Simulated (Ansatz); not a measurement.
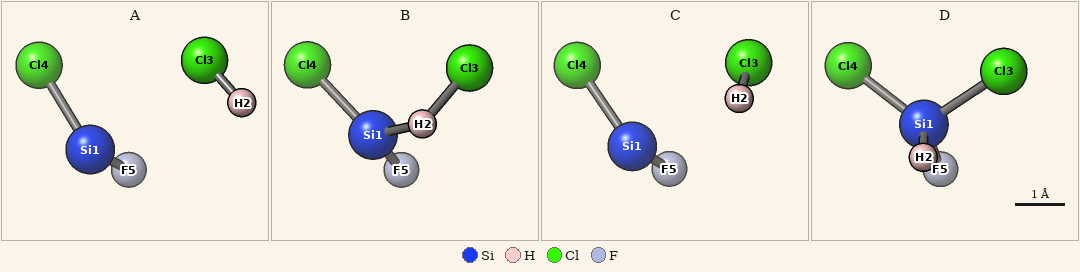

4 geometries from a converged minimum-energy path of SiHCl$_{2}$F, shuffled. A ball-and-stick model, seen at a tilt.

The calculation used RKS PBE0-D4/cc-pVDZ in Ansatz. Settings: 7 movable images; climbing image; force threshold 0.05 eV/Å; iteration limit 60; starting path through a guess of the saddle point.

Question: One of them is the converged climbing image. Which?

Answer: B. In order along the path, whose images run from 0 to 8: D (image 1, +0.38 eV), B (image 3, +2.86 eV), C (image 6, +2.21 eV), A (image 8, +2.18 eV). Breaking: Si1–Cl3 (2.05 → 2.49 at the top → 3.05 Å), Si1–H2 (1.48 → 1.63 at the top → 3.50 Å). Forming: H2–Cl3 (2.92 → 1.61 at the top → 1.29 Å).

Cost: 4.1 min on 1 thread of Arm Neoverse V1, on a shared host, peak memory 0.15 GiB.
